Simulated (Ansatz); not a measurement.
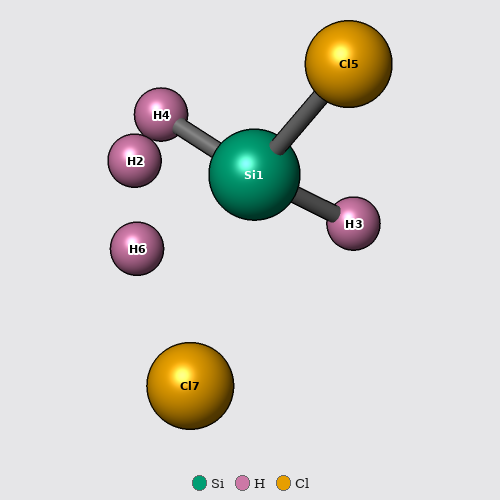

The system is the reacting system Cl2H4Si (fragments ClHSi + H₂ + ClH where the first distance is long, Cl₂H₂Si + H₂ where the second is long); the picture shows the reference structure. 
- The first coordinate is: distance H2–H6 (bond that forms); the second: distance H6–Cl7 (bond that breaks).
- Relaxed at each point: all other coordinates.
- The scan uses a 12 × 12 grid. At 1 point there is no value.
- Points are written as (first, second).
- All energies are given in kcal/mol relative to the lowest grid point.
- Energies and slopes of some neighbouring points disagree (a jump in structure or state, or too coarse a mesh). The reference is spin-restricted, so regions where a bond is pulled apart into radicals lie too high.
- All numbers below come from RKS r2SCAN-D4/def2-SVP (Ansatz).

Its coordinates:

```xyz
7

Si   -0.4066    0.3434   -0.1413
H     0.5356   -0.5905    1.1886
H    -0.7837    0.9519   -1.4433
H    -1.5684   -0.3494    0.4605
Cl    0.3259    1.9714    0.8999
H     0.8735   -1.0308    0.3840
Cl    1.0237   -1.2961   -1.3484
```

Range: distance H2–H6 (bond that forms) from 0.666 to 1.866 Å; distance H6–Cl7 (bond that breaks) from 1.197 to 2.397 Å.

Question: What landscape does the calculation give?

Answer: The lowest grid point is at (0.726 Å, 2.397 Å). It lies in a valley that leaves the map towards separated partners. The highest grid point, (0.666 Å, 1.197 Å), lies 114 kcal/mol above the lowest.

```
second ↓, first →  0.666  0.726  0.808  0.903  1.005  1.114  1.229  1.348  1.472  1.600  1.731  1.866
            2.397      4      0      0      5     14     25     38     50     63     75     86     96
            2.262      6      1      1      6     15     26     38     51     63     75     85     95
            2.131      8      4      3      8     16     27     39     51     63     74     85     95
            2.003     12      7      7     11     19     29     40     52     64     75     85     94
            1.879     14     10     11     15     22     32     42     54     65     75     85     94
            1.760     20     16     15     20     27     35     46     56     66     77     86     95
            1.645     29     23     22     28     33     41     50     60     69     79     87     95
            1.536     40     34     31     33     42     48     56     65     73     82     90     75
            1.434     54     47     44     45     53     58     65     72     79     87     67     67
            1.339     73     65     60     59     68     71     76     82     64     64     63     63
            1.257     94     85     78     76     85     87     90      –     65     64     63     63
            1.197    114    103     96     92     92    102     74     71     70     68     67     67
```

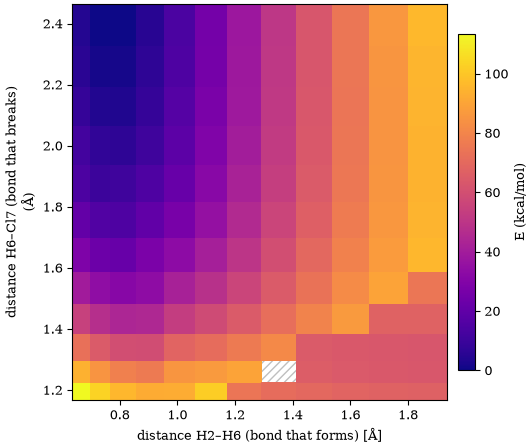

Drawn: one coloured cell a grid point, hatched blanks where no value was computed.

Each point was launched as `ansatz run input.yaml --threads 1 --pin off --max-ram 2560MiB --backend cpu --events-out ev --progress --plain --runs-dir out`. Time for the 143 points that were run: 15 min on 1 thread of Intel(R) Xeon(R) 6975P-C (Granite Rapids), with other jobs on the host.
